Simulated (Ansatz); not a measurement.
Profile along the Fe–H line in Mg2FeH6 (space group Fm-3m)

Mg$_{2}$FeH$_{6}$ (space group Fm-3m)

```yaml
crystal:
  lattice:
    - [0.00000, 3.17202, 3.17202]
    - [3.17202, 0.00000, 3.17202]
    - [3.17202, 3.17202, 0.00000]
  atoms:
    - { symbol: Mg, position: [0.25000, 0.25000, 0.25000] }
    - { symbol: Mg, position: [0.75000, 0.75000, 0.75000] }
    - { symbol: Fe, position: [0.00000, 0.00000, 0.00000] }
    - { symbol: H, position: [0.75561, 0.24439, 0.75561] }
    - { symbol: H, position: [0.24439, 0.75561, 0.24439] }
    - { symbol: H, position: [0.75561, 0.24439, 0.24439] }
    - { symbol: H, position: [0.24439, 0.75561, 0.75561] }
    - { symbol: H, position: [0.75561, 0.75561, 0.24439] }
    - { symbol: H, position: [0.24439, 0.24439, 0.75561] }
```

Fields along a shortest Fe–H line of a {100} plane (1.55 Å), from Fe to H, interpolated on the slice's grid (step about 0.2 Å). Computed with PBEsol (plane waves to 420 eV, PAW, scalar-relativistic; Ansatz, an electronic-structure program). k mesh 9×9×9. Inside the PAW spheres the values are not all-electron values, and peaks at nuclei hang on which shells count as valence. Mg2FeH6 is run without spin polarisation. Mg2FeH6 was relaxed with its symmetry unable to fall.

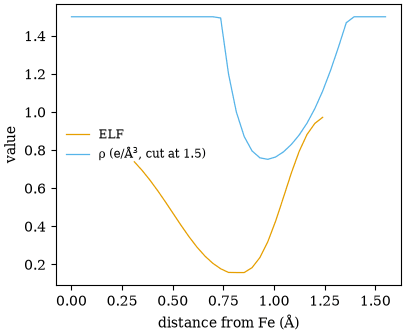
Fig. 1. ELF (away from the nuclei) and valence density from Fe to H.

Density on the Fe–H line (1.55 Å) at its density minimum, 1.0 Å from Fe: 0.75 e/Å³. ELF at that point: 0.3.
